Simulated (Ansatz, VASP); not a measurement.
# SmY in two plane-wave programs

Aim: how closely do two programs agree when they are given the same cell, functional and k mesh? The cell is invented: As first built, before any earlier steps moved the atoms: it takes the Sm structure with some of its atoms replaced by other elements, volume scaled by an estimate. It may not be a known or stable phase. The cell comes out of earlier VASP steps on this material, which relaxed, scaled or displaced it; both programs get it as it stands.

Calculated with Ansatz 0.2.0; plane waves, with VASP 6.6.1 beside it; relaxation of cell and atoms at LDA.

In doubt: a part-filled 4f shell, where there is one, can sit in one of many states, so energies may not be the lowest and differences between runs may mislead; derivatives with an open 4f shell can jump between states, which bears on forces and vibrations.

**1. The starting structure**

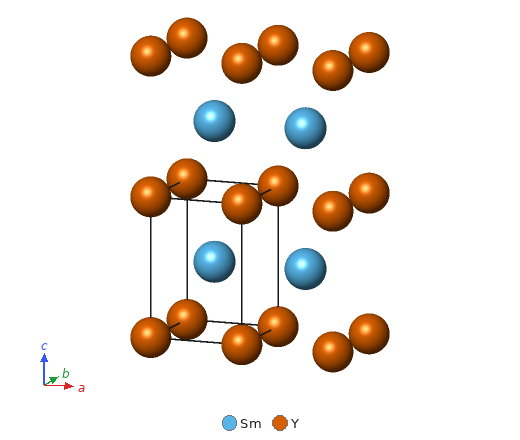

The cell as given, slightly off an axis (samarium blue, yttrium orange). 2×1×2 cells are drawn. Some periodic images of atoms are drawn too.

Structure file:

```cif
data_structure
_symmetry_space_group_name_H-M 'P 1'
_symmetry_Int_Tables_number 1
_cell_length_a 3.4352
_cell_length_b 3.4352
_cell_length_c 5.0320
_cell_angle_alpha 90.000
_cell_angle_beta 90.000
_cell_angle_gamma 90.000
_cell_volume 59.38
loop_
_atom_site_label
_atom_site_type_symbol
_atom_site_fract_x
_atom_site_fract_y
_atom_site_fract_z
_atom_site_occupancy
Sm1 Sm 0.50000 0.50000 0.50000 1
Y2 Y 0.00000 0.00000 0.00000 1
```

**2. VASP: relaxation of cell and atoms, LDA**

The relaxed volume is the usual yardstick between codes: its relative difference is about their pressure difference at one cell divided by the bulk modulus.

Lines of VASP's logs that name or quote its potential files are left out, and so is its time.

File INCAR:

```
SYSTEM = SmY
PREC = Accurate
ENCUT = 450
EDIFF = 1E-06
NELM = 100
ISMEAR = 1
SIGMA = 0.2
LREAL = .FALSE.
ALGO = Normal
GGA = CA
ISPIN = 2
MAGMOM = 5 0
LMAXMIX = 6
LORBIT = 11
LWAVE = .FALSE.
LCHARG = .FALSE.
IBRION = 2
NSW = 60
ISIF = 3
EDIFFG = -0.01
```

File POSCAR:

```
SmY
1.0
    3.4352297197      0.0000000000      0.0000000000
    0.0000000000      3.4352297197      0.0000000000
    0.0000000000      0.0000000000      5.0320088407
Sm Y
1 1
Direct
    0.5000000000      0.5000000000      0.5000000000
    0.0000000000      0.0000000000      0.0000000000
```

File KPOINTS:

```
Automatic mesh
0
Gamma
6 6 4
0 0 0
```

PAW data sets: Sm and Y_sv (PBE family, release 64).

Command:

```
> mpirun -np 1 vasp_std
```

Numbers of over 12 decimals in the logs are rounded to 6 here.

Log:

```text
[banner, memory and clock lines left out]
running    1 mpi-ranks, on    1 nodes
 distrk:  each k-point on    1 cores,    1 groups
 distr:  one band on    1 cores,    1 groups

 POSCAR found type information on POSCAR SmY
 POSCAR found :  2 types and       2 ions
|                                                                             |
|               ----> ADVICE to this user running VASP <----                  |
|                                                                             |
|     You enforced a specific xc type in the INCAR file but a different       |
|     [... a line on the potential file left out ...]
|     I HOPE YOU KNOW WHAT YOU ARE DOING!                                     |
|                                                                             |

 LDA part: xc-table for (Slater(with rela. corr.)+CA(PZ))
 , standard interpolation
 POSCAR, INCAR and KPOINTS ok, starting setup
 FFT: planning ... GRIDC
 FFT: planning ... GRID_SOFT
 FFT: planning ... GRID
 WAVECAR not read
 entering main loop
       N       E                     dE             d eps       ncg     rms          rms(c)
DAV:   1     0.165277721417E+03    0.16528E+03   -0.10312E+04  3056   0.444E+03
DAV:   2     0.112172752363E+02   -0.15406E+03   -0.14429E+03  3252   0.412E+02
DAV:   3    -0.124165595819E+02   -0.23634E+02   -0.22572E+02  4116   0.139E+02
DAV:   4    -0.151649941870E+02   -0.27484E+01   -0.26032E+01  4712   0.368E+01
DAV:   5    -0.154446645425E+02   -0.27967E+00   -0.26699E+00  4256   0.102E+01    0.363E+01
DAV:   6    -0.174882072901E+02   -0.20435E+01   -0.65802E+00  4184   0.445E+01    0.289E+01
DAV:   7    -0.271957820478E+02   -0.97076E+01   -0.44191E+01  3748   0.923E+01    0.933E+01
DAV:   8    -0.177930010483E+02    0.94028E+01   -0.77108E+00  3844   0.324E+01    0.493E+01
DAV:   9    -0.162745188365E+02    0.15185E+01   -0.51214E+00  4276   0.261E+01    0.206E+01
DAV:  10    -0.166499012461E+02   -0.37538E+00   -0.12647E+00  4408   0.115E+01    0.355E+01
DAV:  11    -0.164503408012E+02    0.19956E+00   -0.14189E-01  4464   0.533E+00    0.253E+01
DAV:  12    -0.164387161425E+02    0.11625E-01   -0.40685E-02  4300   0.332E+00    0.208E+01
DAV:  13    -0.163937757552E+02    0.44940E-01   -0.38027E-02  4036   0.389E+00    0.144E+01
DAV:  14    -0.164536920129E+02   -0.59916E-01   -0.21894E-01  4076   0.103E+01    0.872E+00
DAV:  15    -0.163958929709E+02    0.57799E-01   -0.53897E-02  4024   0.504E+00    0.726E+00
DAV:  16    -0.163896113923E+02    0.62816E-02   -0.51178E-02  4056   0.469E+00    0.511E+00
DAV:  17    -0.163941683009E+02   -0.45569E-02   -0.11493E-02  4744   0.156E+00    0.270E+00
DAV:  18    -0.163904132774E+02    0.37550E-02   -0.40895E-03  4232   0.133E+00    0.138E+00
DAV:  19    -0.163899793611E+02    0.43392E-03   -0.62577E-04  4704   0.393E-01    0.869E-01
DAV:  20    -0.163895937951E+02    0.38557E-03   -0.49362E-04  4060   0.477E-01    0.327E-01
DAV:  21    -0.163895508138E+02    0.42981E-04   -0.24506E-04  4704   0.296E-01    0.411E-01
DAV:  22    -0.163895353713E+02    0.15442E-04   -0.89900E-05  4696   0.159E-01    0.239E-01
DAV:  23    -0.163895391754E+02   -0.38041E-05   -0.35603E-05  4656   0.673E-02    0.142E-01
DAV:  24    -0.163895395550E+02   -0.37964E-06   -0.56607E-06  3176   0.491E-02
   1 F= -.16389540E+02 E0= -.16388503E+02  d E =-.163895E+02  mag=     6.3854
[...]
2 F= -.16389529E+02 E0= -.16388487E+02  d E =0.107613E-04  mag=     6.3931
[...]
3 F= -.16389576E+02 E0= -.16388546E+02  d E =-.360081E-04  mag=     6.3888
[...]
4 F= -.16389573E+02 E0= -.16388544E+02  d E =-.334900E-04  mag=     6.3906
 curvature:  -0.20 expect dE=-0.201E-04 dE for cont linesearch -0.141E-04
 ZBRENT: bisectioning
 opt :   0.8101  next Energy=   -16.389606 (dE=-0.660E-04)
 bond charge predicted
       N       E                     dE             d eps       ncg     rms          rms(c)
DAV:   1    -0.163925390674E+02   -0.29654E-02   -0.57401E-03  4364   0.136E+00    0.147E+00
DAV:   2    -0.167854681291E+02   -0.39293E+00   -0.57721E-01  3472   0.146E+01    0.181E+01
DAV:   3    -0.163869425142E+02    0.39853E+00   -0.47109E-01  3548   0.129E+01    0.633E-01
DAV:   4    -0.163893270204E+02   -0.23845E-02   -0.24792E-02  4336   0.741E-01    0.279E-01
DAV:   5    -0.163895406466E+02   -0.21363E-03   -0.22945E-03  3900   0.164E-01    0.203E-01
DAV:   6    -0.163895785655E+02   -0.37919E-04   -0.30840E-04  4236   0.840E-02    0.193E-01
DAV:   7    -0.163895664713E+02    0.12094E-04   -0.58357E-05  3932   0.679E-02    0.150E-01
DAV:   8    -0.163895617658E+02    0.47055E-05   -0.12675E-05  3692   0.356E-02    0.117E-01
DAV:   9    -0.163895597920E+02    0.19739E-05   -0.16163E-05  4016   0.897E-02    0.827E-02
DAV:  10    -0.163895578536E+02    0.19384E-05   -0.51057E-06  3384   0.279E-02    0.517E-02
DAV:  11    -0.163895563180E+02    0.15356E-05   -0.33121E-06  2160   0.431E-02    0.343E-02
DAV:  12    -0.163895562598E+02    0.58238E-07   -0.43343E-07  1896   0.160E-02
   5 F= -.16389556E+02 E0= -.16388532E+02  d E =-.167048E-04  mag=     6.3920
 curvature:  -0.47 expect dE=-0.167E-05 dE for cont linesearch -0.140E-05
 trial: gam= 0.00000 g(F)=  0.110E-63 g(S)=  0.356E-05 ort =-0.324E-04 (trialstep = 0.962E+00)
 search vector abs. value=  0.356E-05
 reached required accuracy - stopping structural energy minimisation
```

From OUTCAR (step 2):

```text
ion  position               nearest neighbor table
   1  0.500  0.500  0.500-   2 3.50   2 3.50   2 3.50   2 3.50   2 3.50   2 3.50   2 3.50   2 3.50

  LATTYP: Found a simple tetragonal cell.
 ALAT       =     3.4352297197
 C/A-ratio  =     1.4648245536

 Subroutine GETGRP returns: Found 16 space group operations
 (whereof 16 operations were pure point group operations)

The static configuration has the point symmetry D_4h.

 Found     30 irreducible k-points:

   k-points           NKPTS =     30   k-points in BZ     NKDIM =     30   number of bands    NBANDS=     20

   dimension x,y,z NGX =    24 NGY =   24 NGZ =   36
   dimension x,y,z NGXF=    48 NGYF=   48 NGZF=   72

   ENCUT  =  450.0 eV  33.07 Ry    5.75 a.u.   5.94  5.94  8.70*2*pi/ulx,y,z

   NELECT =      27.0000    total number of electrons

 k-points in reciprocal lattice and weights: Automatic mesh
   0.00000000  0.00000000  0.00000000       0.007
   0.16666667  0.00000000  0.00000000       0.028
   0.33333333  0.00000000  0.00000000       0.028
   0.50000000  0.00000000  0.00000000       0.014
   0.16666667  0.16666667  0.00000000       0.028
   0.33333333  0.16666667  0.00000000       0.056
   0.50000000  0.16666667  0.00000000       0.028
   0.33333333  0.33333333  0.00000000       0.028
   0.50000000  0.33333333  0.00000000       0.028
[...]
0.50000000  0.33333333  0.50000000       0.028
   0.50000000  0.50000000  0.50000000       0.007

 average (electrostatic) potential at core
       1 -40.4948       2 -36.7434

 E-fermi :   3.2820

 spin component 1
 k-point     1 :       0.0000    0.0000    0.0000
  band No.  band energies     occupation
    ...
     14       3.1506      0.94402
     15       3.1506      0.94402
     16       3.1975      0.82462
     17       3.1990      0.81992
     18       3.1990      0.81992
     19       4.9660     -0.00000
     20       5.2696     -0.00000

 k-point     2 :       0.1667    0.0000    0.0000
  band No.  band energies     occupation
    ...
     14       3.1151      0.99839
     15       3.1624      0.91927
     16       3.1809      0.87322
     17       3.1924      0.84036
     18       3.1939      0.83570
     19       4.7770     -0.00000
     20       5.2829     -0.00000

 k-point     3 :       0.3333    0.0000    0.0000
  band No.  band energies     occupation
    ...
     13       3.1039      1.00970
     14       3.1606      0.92329
     15       3.1667      0.90936
     16       3.2064      0.79615
     17       3.2671      0.56288
     18       3.2972      0.43616
     19       4.0005     -0.00000
     20       4.3809     -0.00000

 k-point     4 :       0.5000    0.0000    0.0000
  band No.  band energies     occupation
    ...
     11       2.7966      1.00159
     12       2.9157      1.01325
     13       3.0795      1.02641
     14       3.1446      0.95530
     15       3.1527      0.93987
     16       3.2980      0.43247
     17       3.3218      0.33524
     18       3.4538     -0.00360
     19       3.9483     -0.00001
     20       4.0669     -0.00000

 k-point     5 :       0.1667    0.1667    0.0000
  band No.  band energies     occupation
    ...
     13       3.0729      1.02924
     14       3.1161      0.99727
     15       3.1250      0.98608
     16       3.1353      0.97111
     17       3.2025      0.80878
     18       3.3315      0.29770
     19       4.3143     -0.00000
     20       4.8248     -0.00000

 k-point     6 :       0.3333    0.1667    0.0000
  band No.  band energies     occupation
    ...
     13       3.0748      1.02849
     14       3.0766      1.02771
     15       3.1188      0.99404
     16       3.1385      0.96594
     17       3.2486      0.63936
     18       3.6649     -0.01043
     19       3.7535     -0.00214
     20       3.9045     -0.00005

  Total       -0.0081789     -0.0081789     -0.0037078      0.0000000      0.0000000      0.0000000
  in kB       -0.2197780     -0.2197780     -0.0996341      0.0000000      0.0000000      0.0000000
  external PRESSURE =      -0.1797301 kB  Pullay stress =       0.0000000 kB

  energy-cutoff  :      450.00
  volume of cell :       59.62
      direct lattice vectors                 reciprocal lattice vectors
     3.439526627  0.000000000  0.000000000     0.290737682  0.000000000  0.000000000
     0.000000000  3.439526627  0.000000000     0.000000000  0.290737682  0.000000000
     0.000000000 -0.000000000  5.039901352     0.000000000  0.000000000  0.198416582

 POSITION                                       TOTAL-FORCE (eV/Angst)
 -----------------------------------------------------------------------------------
      1.71976      1.71976      2.51995         0.000000      0.000000      0.000000
      0.00000      0.00000      0.00000         0.000000     -0.000000      0.000000
 -----------------------------------------------------------------------------------
    total drift:                                0.000000      0.000000     -0.000000

  FREE ENERGIE OF THE ION-ELECTRON SYSTEM (eV)
  ---------------------------------------------------
  free  energy   TOTEN  =       -16.3895562598 eV

  energy  without entropy=      -16.3864836412  energy(sigma->0) =      -16.38853205

 reached required accuracy - stopping structural energy minimisation

 total charge
# of ion       s       p       d       f       tot
--------------------------------------------------
    1        2.078   5.542   0.556   5.473  13.649
    2        2.326   6.200   1.056   0.011   9.592
--------------------------------------------------
tot          4.404  11.741   1.611   5.484  23.240

 magnetization (x)
# of ion       s       p       d       f       tot
--------------------------------------------------
    1        0.000  -0.045   0.164   5.454   5.573
    2       -0.002   0.072   0.142   0.004   0.215
--------------------------------------------------
tot         -0.002   0.026   0.306   5.458   5.788

[... 6 further parts left out ...]
```

CONTCAR:

```
SmY
   1.00000000000000
     3.4395266272930449    0.0000000000000000    0.0000000000000000
     0.0000000000000000    3.4395266272930449    0.0000000000000000
     0.0000000000000000   -0.0000000000000000    5.0399013524456517
  Sm              Y
     1     1
Direct
     0.5000000000000000    0.5000000000000000    0.5000000000000000
     0.0000000000000000    0.0000000000000000    0.0000000000000000
```

(Continued in part 2 of 2.)

[Lines on the potential files, build, host, timing and source positions are cut from VASP's logs without a mark.]

[Logs are printed without paths, hosts, clocks, repeated set-up lines and the standing remarks that a program may print on its own settings, such as how far it seeks lower states.]

[Hosts, paths, dates, database ids (printed as entryN), source tags and the programs' standing remarks are cut or masked in the printed files.]
